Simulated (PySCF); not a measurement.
# C₂H₁₀AlN₃Si: electronic excitations

What electronic excitations should C₂H₁₀AlN₃Si (`[SiH3][NH][Al]1[NH]CC[NH]1`) show?

Programs: PySCF 2.14.0, with density-fitted response routines of our own. Each step states its level of theory. These are calculated values for one molecule in the gas phase, unless marked as measured. Atoms are numbered from 0 throughout.

### 1 The molecule as given

17 atoms, charge 0, multiplicity 1; geometry from: GFN2-xTB.

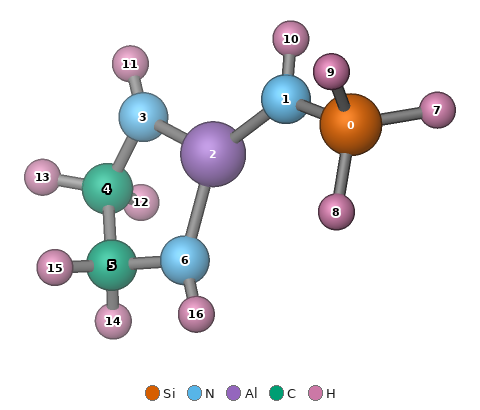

The starting geometry (silicon orange, nitrogen blue, aluminium purple, carbon teal, hydrogen pink), atoms numbered.

### 2 Ultraviolet spectrum: B3LYP/def2-SVPD

What the job is given:

```
{"job": {"kind": "uv", "xc": "B3LYP", "basis": "def2-SVPD", "nstates": 8, "ntriplets": 3}, "charge": 0, "multiplicity": 1}
Si     3.328193     0.674334    -0.517592
N      1.667737     0.589077    -1.016407
Al     0.125137     0.118398    -0.233425
N     -1.548271     0.221730    -0.838364
C     -2.410163    -0.487244     0.102865
C     -1.743207    -0.537650     1.492947
N     -0.290965    -0.587807     1.347220
H      4.137185    -0.239690    -1.337738
H      3.372117     0.297468     0.893874
H      3.823309     2.044690    -0.719023
H      1.536721     0.855956    -1.985584
H     -2.033111     0.452946    -1.692615
H     -2.596453    -1.515755    -0.235911
H     -3.383153     0.011579     0.196667
H     -2.112959    -1.420070     2.030552
H     -2.049590     0.351376     2.061212
H      0.170475    -0.817309     2.214529
```

With the program's defaults for keys left out, this is: TDDFT B3LYP/def2-SVPD, vertical, gas phase, core orbitals frozen in the response.

Launch:

```sh
> OMP_NUM_THREADS=1 python probes_run.py task.json out
```

This one command runs all jobs of the session in turn.

Output:

```text
coarse grid: 14808 points
cycle   1  E = -777.9836878794  dE =  5.791e-01  |g| = 7.951e-01  |ddm| = 6.779e+00
cycle   2  E = -777.7248993576  dE =  2.588e-01  |g| = 1.310e+00  |ddm| = 2.354e+00
cycle   3  E = -778.1279981823  dE = -4.031e-01  |g| = 5.816e-02  |ddm| = 1.469e+00
cycle   4  E = -778.1287886666  dE = -7.905e-04  |g| = 1.882e-02  |ddm| = 1.694e-01
cycle   5  E = -778.1288650573  dE = -7.639e-05  |g| = 8.438e-03  |ddm| = 3.683e-02
cycle   6  E = -778.1288817412  dE = -1.668e-05  |g| = 1.158e-03  |ddm| = 1.281e-02
cycle   7  E = -778.1288819689  dE = -2.277e-07  |g| = 6.685e-04  |ddm| = 2.833e-03
final grid: 132928 points
cycle   8  E = -778.2307130726  dE = -3.240e-05  |g| = 6.081e-03  |ddm| = 1.252e-01
cycle   9  E = -778.2307009982  dE =  1.207e-05  |g| = 9.440e-03  |ddm| = 1.717e-02
cycle  10  E = -778.2307221044  dE = -2.111e-05  |g| = 6.592e-04  |ddm| = 9.905e-03
cycle  11  E = -778.2307221937  dE = -8.926e-08  |g| = 2.066e-04  |ddm| = 9.087e-04
cycle  12  E = -778.2307222030  dE = -9.326e-09  |g| = 4.734e-05  |ddm| = 4.334e-04
cycle  13  E = -778.2307222034  dE = -3.834e-10  |g| = 2.603e-05  |ddm| = 9.480e-05
converged SCF energy = -778.2307222034

Static polarisability (au): isotropic 96.718, principal 81.222 89.113 119.818

Singlet excitations
state   eV       nm        f      main configurations
  1   4.1927    295.7   0.00119   H->L 0.98
  2   4.9961    248.2   0.00609   H-1->L 0.96
  3   5.3500    231.7   0.00131   H->L+1 0.95
  4   5.6743    218.5   0.01043   H->L+2 0.69, H->L+4 0.11
  5   5.8154    213.2   0.03124   H-2->L 0.84, H->L+2 0.09
  6   5.8641    211.4   0.03153   H->L+3 0.83, H->L+4 0.09
  7   6.0526    204.8   0.00103   H->L+5 0.44, H->L+4 0.22, H->L+2 0.11
  8   6.1211    202.6   0.00011   H->L+4 0.44, H->L+5 0.38

Triplet excitations (Tamm-Dancoff, eV): 4.0587 4.7913 5.2475
```

Run time: 1.8 min. Hardware: 1 thread of Intel Xeon at 2.50GHz, shared host; peak memory 0.88 GiB.

Frontier orbitals and where they lie:

| orbital | eV | atoms |
| --- | --- | --- |
| HOMO−3 | -9.02 | C4 15 %, C5 13 %, N1 12 % |
| HOMO−2 | -7.39 | N1 48 %, Si0 12 %, Al2 10 % |
| HOMO−1 | -6.56 | N6 26 %, N3 25 %, N1 12 % |
| HOMO | -5.71 | N3 33 %, N6 32 %, C4 7 % |
| LUMO | -0.65 | Al2 48 %, Si0 12 %, N1 7 % |
| LUMO+1 | 0.51 | Al2 14 %, Si0 13 %, C4 10 % |
| LUMO+2 | 0.66 | Si0 42 %, H8 11 %, H9 11 % |

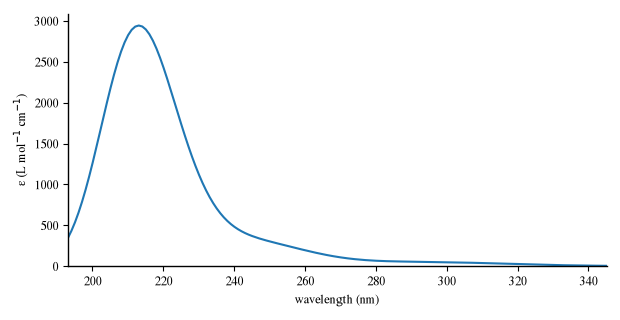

Absorption spectrum: each of the 8 states is a Gaussian band of 0.4 eV half-width at 1/e. Beyond the last state computed it falls off for lack of states.

Further results of this job:

| property | computed |
| --- | --- |
| dipole moment (D) | 0.64 |
| polarisability (Å³) | 14.33 |
| HOMO–LUMO gap (eV) | 5.05 |
| −ε(HOMO) (eV) | 5.71 |

### 3 What came out

```
                                quantity                        value
        lowest singlet (B3LYP/def2-SVPD)  4.19 eV (296 nm), f = 0.001
brightest single state of those computed  state 6, 5.86 eV, f = 0.032
                          lowest triplet                      4.06 eV
```

What this shows: The first singlet state (HOMO→LUMO 0.98) lies at 4.19 eV and is weak; of the 8 states computed, the strongest absorption comes from state 6 at 5.86 eV. The lowest triplet lies 0.13 eV below the lowest singlet (triplets in Tamm-Dancoff, singlets in full TDDFT). States above −ε(HOMO) lie where TDDFT describes them poorly and they hang on the basis; the brightest is among them.
